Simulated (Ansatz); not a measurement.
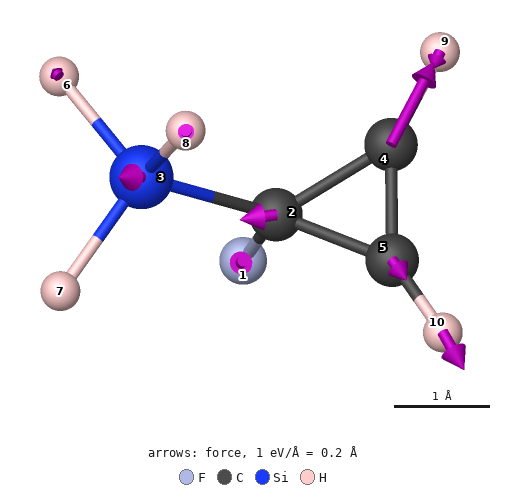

Starting geometry of C3H5FSi (coarse preliminary run) with the computed forces as purple arrows. The picture is a ball-and-stick view, seen at a tilt.

The start comes from a force field.

These are results of RKS PBE-D4/def2-SVP in Ansatz, not measurements. (force threshold 0.03 eV/Å; at most 200 steps)

What follows when this structure is relaxed?

Answer. It isn't relaxed: the largest force vector, on C4, is 5.23 eV/Å. The final displacements follow the starting forces only in part (cosine between the two patterns 0.33). H10 moves most after the best rigid fit: 0.17 Å. Largest moves by element: H 0.17 Å, Si 0.14 Å, F 0.13 Å, C 0.13 Å. Near-neighbour distances that change, for instance: C2–Si3 1.833 → 1.900 Å, C5–H10 1.036 → 1.096 Å, C2–C4 1.432 → 1.489 Å, F1–C2 1.362 → 1.416 Å. Bond angles that change, for instance: Si3–C2–C4 117.3° → 127.7°, Si3–C2–C5 119.2° → 127.6°, F1–C2–Si3 114.7° → 107.7°. Over 5 geometry steps the energy falls by 0.494 eV. Largest force component: 3.2 eV/Å at the start, 0.027 eV/Å at the end. Cost: 11 s on 4 threads of Arm Neoverse N1 (shared host).
